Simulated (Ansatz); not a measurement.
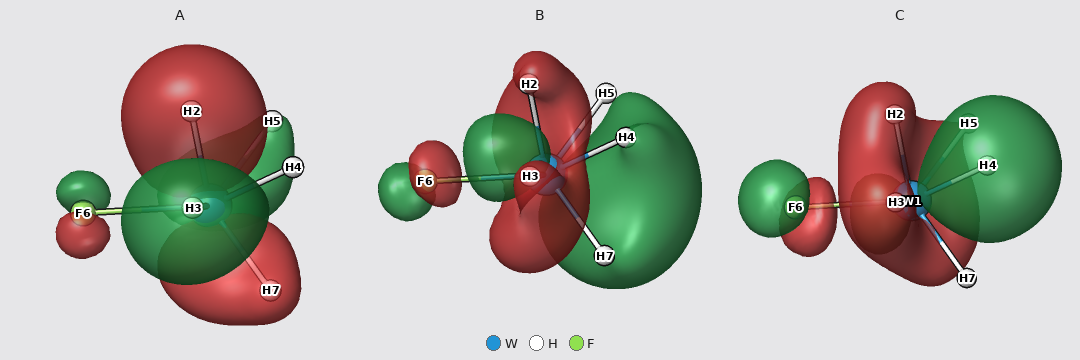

The picture shows: FH₅W. Three frontier orbitals at ±0.1 Å⁻³ᐟ² (green and red are the two phases), in no order.

Core potentials replace the inner electrons of W.

Theory: Ansatz 0.2.0, RKS B3LYP-D4/def2-SVP.

Input file:

```
crystal:
  periodic: [false, false, false]
  atoms:
    - { symbol: W, position_ang: [0.0, 0.0, 0.0] }
    - { symbol: H, position_ang: [0.0, 0.0, 1.72] }
    - { symbol: H, position_ang: [1.72, 0.0, 0.0] }
    - { symbol: H, position_ang: [0.0, 1.72, 0.0] }
    - { symbol: H, position_ang: [-1.72, 0.0, 0.0] }
    - { symbol: F, position_ang: [0.0, -1.85, 0.0] }
    - { symbol: H, position_ang: [0.0, 0.0, -1.72] }
basis:
  gaussian: { orbitals: def2-SVP }
hamiltonian:
  xc: b3lyp
  dispersion: d4
relax:
  f_tol: 0.02
  max_steps: 40
output:
  orbitals: {}
```

Run with:

```sh
ansatz run input.yaml --threads 1 --pin off --max-ram 2048MiB --backend cpu --events-out ev --progress --plain --runs-dir out
```

The fields are those of the run's last geometry, not of the input's.

Order the three orbitals by energy and name them.

Answer. A is the HOMO−1 (−8.68 eV). It lies mainly on W1 (about 55 %), H2 (about 15 %) and H3 (about 15 %). C is the HOMO (−8.03 eV). Its weight (Hirshfeld) is mainly on W1 (about 45 %), H4 (about 30 %) and F6 (about 10 %). B is the LUMO (−3.38 eV). Its weight (Hirshfeld) is mainly on W1 (about 75 %).

What is the HOMO–LUMO gap?

Answer. 4.65 eV between the orbital energies.
